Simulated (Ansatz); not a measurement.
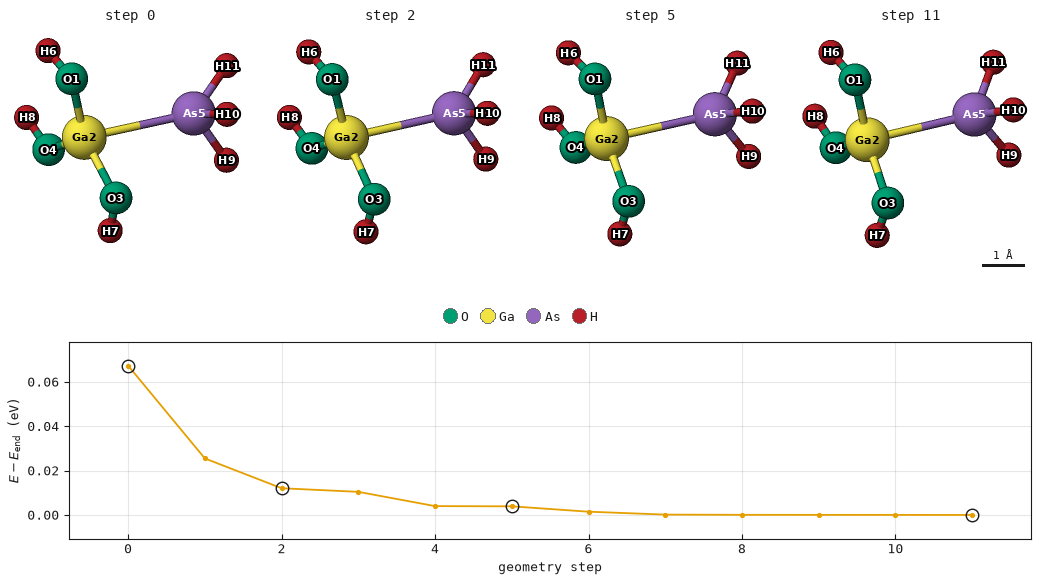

Frames of a relaxation of GaAsH₆O₃, marked on the history of the run. The picture is a ball-and-stick view, seen face on.

The start comes from PBE-D4/def2-SVP.

Computed with RKS PBE0-D4/def2-TZVP in Ansatz 0.2.0.

The input:
```yaml
crystal:
  periodic: [false, false, false]
  atoms:
    - {symbol: O, position_ang: [-2.066181, 0.212863, 0.816055]}
    - {symbol: Ga, position_ang: [-0.413298, -0.527481, 0.804941]}
    - {symbol: O, position_ang: [0.842413, 0.373105, 1.762368]}
    - {symbol: O, position_ang: [-0.050018, -2.267440, 0.436245]}
    - {symbol: As, position_ang: [0.635663, 0.962027, -1.258275]}
    - {symbol: H, position_ang: [-2.737773, -0.390074, 0.451761]}
    - {symbol: H, position_ang: [1.595469, -0.219114, 1.946029]}
    - {symbol: H, position_ang: [-0.824522, -2.736631, 0.075860]}
    - {symbol: H, position_ang: [2.153849, 0.895896, -1.422653]}
    - {symbol: H, position_ang: [0.591174, 2.429557, -0.845731]}
    - {symbol: H, position_ang: [0.338624, 1.210190, -2.745901]}
basis:
  gaussian: {orbitals: def2-TZVP}
hamiltonian: {xc: pbe0, dispersion: d4}
relax: {f_tol: 0.005, max_steps: 150}
```

Run as
```bash
ansatz run in.yaml --threads 4 --pin off --events-out ev --progress --plain --max-ram 11315MiB
```

Describe the path.

Over 11 geometry steps the energy falls by 0.067 eV. Largest force component: 0.77 eV/Å at the start, 0.00081 eV/Å at the end. The forces were under the threshold at step 8, but the run went on from there. The largest move after the best rigid fit is that of H7, 0.36 Å. By element the largest moves are H 0.36 Å, O 0.24 Å, Ga 0.10 Å, As 0.05 Å. Some distances before and after: Ga2–As5 2.752 → 2.707 Å, As5–H11 1.537 → 1.511 Å, Ga2–O3 1.818 → 1.794 Å, As5–H10 1.525 → 1.507 Å. Among the angles between lasting bonds that change: Ga2–As5–H11 137.7° → 125.2°, O3–Ga2–As5 82.2° → 91.7°, Ga2–As5–H10 107.9° → 115.5°. Cost: 77 s on 4 threads of Arm Neoverse V2, on a shared host. From step 0 to 2: H7 moves most (0.12 Å), energy −0.055 eV. From step 2 to 5: H7 moves most (0.17 Å), energy −0.008 eV. From step 5 to 11: H11 moves most (0.10 Å), energy −0.004 eV.

```csv
step,"E − E(0), eV","largest force component, eV/Å"
0,0.0000,0.7690
1,-0.0418,0.3629
2,-0.0553,0.1248
3,-0.0569,0.2195
4,-0.0633,0.0718
5,-0.0634,0.0803
6,-0.0658,0.0647
7,-0.0671,0.0194
8,-0.0673,0.0036
9,-0.0673,0.0068
10,-0.0673,0.0132
11,-0.0673,0.0008
```
